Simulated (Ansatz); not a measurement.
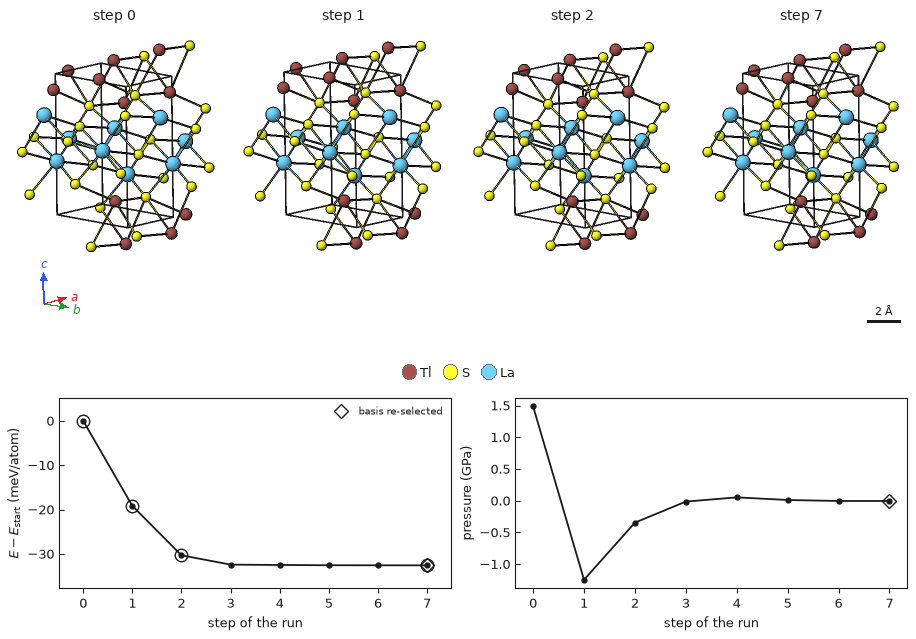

Frames of a relaxation of crystalline LaTlS2 (a generated structure, set up in P1), marked on the history of the run. Style: ball-and-stick. Shown: the cell of the calculation, from a free direction.

Case: shaken.

The calculation used DFT, PBEsol, plane waves, PAW (Ansatz 0.2.0).

Input
```yaml
crystal:
  lattice:
    - [4.1950713309, 0.0156182162, 0.0126295828]
    - [0.0219517022, 5.92969843, -0.0475437332]
    - [0.026844275, -0.0718983925, 8.9460567616]
  atoms:
    - { symbol: Tl, position: [-0.0293899146, -0.0097215982, 0.8860291826] }
    - { symbol: S, position: [0.0012907914, 0.4774519079, 0.8152701359] }
    - { symbol: Tl, position: [0.5129750853, 0.4978636781, 0.1020376887] }
    - { symbol: S, position: [0.4833450603, -0.0499648723, 0.1762165114] }
    - { symbol: La, position: [0.0092881036, 9.48301e-05, 0.3787825819] }
    - { symbol: S, position: [0.0066279597, 0.5134270509, 0.3987471566] }
    - { symbol: La, position: [0.5211016969, 0.495154608, 0.6208571178] }
    - { symbol: S, position: [0.5198531025, -0.0019223463, 0.5870502352] }
kpoints:
  mp_grid: { grid: [4, 4, 2] }
hamiltonian:
  xc: pbesol
scf:
  occupations: { method: fermi_dirac, width: 0.05 }
relax:
  f_tol: 0.01
  cell: {}
  max_steps: 120
```

Command:
```bash
ansatz run input.yaml --threads 4 --pin off --max-ram 4608MiB --backend cpu --events-out ev --progress --plain --runs-dir out
```

### Describe the path.

Over 6 accepted moves (7 points after the start) the energy falls by 32.6 meV per atom. The largest force component goes from 0.72 to 0.00076 eV/Å. The pressure goes from 1.49 to 0.00 GPa. At 1 point the geometry stayed and the basis and grid were re-selected for the new cell (energy shift of less than 0.05 meV per atom at most each time). The atom that moves furthest relative to the cell is S4 (0.25 Å along [2 3 −1]). Largest moves by element: S 0.25 Å, Tl 0.15 Å, La 0.11 Å. Cell: a 4.195 → 4.214 Å (+0.4 %), b 5.930 → 5.916 Å (−0.2 %), c 8.946 → 8.971 Å (+0.3 %), α 90.9° → 90.3°, β 89.7° → 90.0°, γ 89.6° → 90.0°. Volume +0.5 %. Some distances before and after: Tl3–S4 3.329 → 3.028 Å, Tl3–S4 (another image) 2.754 → 3.007 Å, Tl1–S4 3.392 → 3.235 Å, La5–S8 2.765 → 2.917 Å. Among the angles between lasting bonds that change: Tl3–S4–La5 106.6° → 97.6°, S4–La5–S6 86.4° → 93.3°, S4–La5–S6 87.2° → 93.2°. The space group (tolerance 0.01 Å) goes from P1 (No. 1) to P2_1/m (No. 11). From step 0 to 1: La5 moves most (0.20 Å), volume +2.6 %, energy −19.2 meV per atom. From step 1 to 2: La5 moves most (0.07 Å), volume −1.5 %, energy −11.1 meV per atom. From step 2 to 7: S4 moves most (0.12 Å), volume −0.5 %, energy −2.3 meV per atom.

```tsv
step	E − E(0), meV/atom	largest force component, eV/Å	pressure, GPa	volume, Å³/atom	note
0	0.00	0.7154	1.49	27.815	
1	-19.17	0.4245	-1.25	28.524	
2	-30.31	0.1576	-0.35	28.087	
3	-32.41	0.0351	-0.01	27.959	
4	-32.49	0.0279	0.05	27.897	
5	-32.55	0.0166	0.01	27.949	
6	-32.56	0.0008	0.00	27.952	
7	-32.57	0.0008	0.00	27.952	same geometry, new basis
```
